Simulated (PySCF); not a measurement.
```json
{"atom": "C", "x (Å)": "-2.9619", "y (Å)": "0.6062", "z (Å)": "-0.2242"}
{"atom": "C", "x (Å)": "-1.4906", "y (Å)": "0.5427", "z (Å)": "-0.1357"}
{"atom": "O", "x (Å)": "-0.8347", "y (Å)": "1.7272", "z (Å)": "-0.2566"}
{"atom": "Si", "x (Å)": "-0.3632", "y (Å)": "-0.8947", "z (Å)": "0.1138"}
{"atom": "O", "x (Å)": "1.1115", "y (Å)": "0.1337", "z (Å)": "0.0771"}
{"atom": "Si", "x (Å)": "0.7757", "y (Å)": "1.8207", "z (Å)": "-0.1802"}
{"atom": "Si", "x (Å)": "2.6949", "y (Å)": "-0.5354", "z (Å)": "0.3084"}
{"atom": "H", "x (Å)": "-3.2732", "y (Å)": "0.9963", "z (Å)": "-1.1960"}
{"atom": "H", "x (Å)": "-3.3612", "y (Å)": "1.2989", "z (Å)": "0.5195"}
{"atom": "H", "x (Å)": "-3.3951", "y (Å)": "-0.3769", "z (Å)": "-0.0760"}
{"atom": "H", "x (Å)": "-0.2646", "y (Å)": "-1.4821", "z (Å)": "1.4429"}
{"atom": "H", "x (Å)": "-0.1091", "y (Å)": "-1.7852", "z (Å)": "-1.0109"}
{"atom": "H", "x (Å)": "1.3428", "y (Å)": "2.0980", "z (Å)": "-1.4819"}
{"atom": "H", "x (Å)": "1.1976", "y (Å)": "2.4609", "z (Å)": "1.0462"}
{"atom": "H", "x (Å)": "2.6304", "y (Å)": "-1.0252", "z (Å)": "1.6757"}
{"atom": "H", "x (Å)": "3.5403", "y (Å)": "0.6270", "z (Å)": "0.0983"}
{"atom": "H", "x (Å)": "2.7534", "y (Å)": "-1.5505", "z (Å)": "-0.7303"}
```

Geometry: GFN2-xTB.

Theory: UKS B3LYP, pcH-1 on C H O Si, non-relativistic, mean-field spin-orbit, GIAO (PySCF 2.14.0, density-fitted response routines).

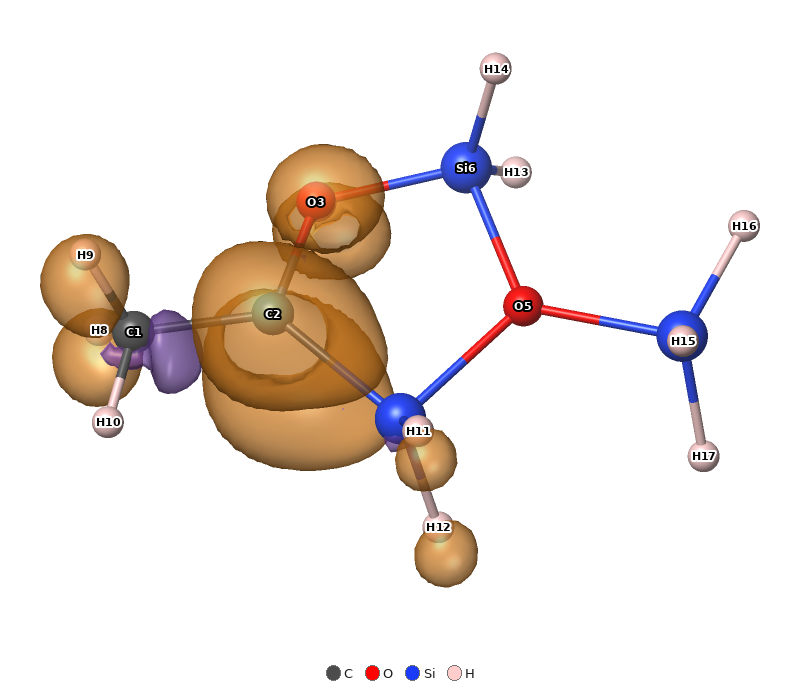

C2H10O2Si3 (charge +1, doublet). Isosurfaces of the spin density at +0.02 (orange) and −0.02 e/Å³ (purple), seen at a tilt.

Which atoms carry the spin?

Answer. The unpaired spin (1 electron) lies mostly on C2 (about 0.5), Si4 (about 0.2) and O3 (about 0.1), in electrons by Hirshfeld's partition.
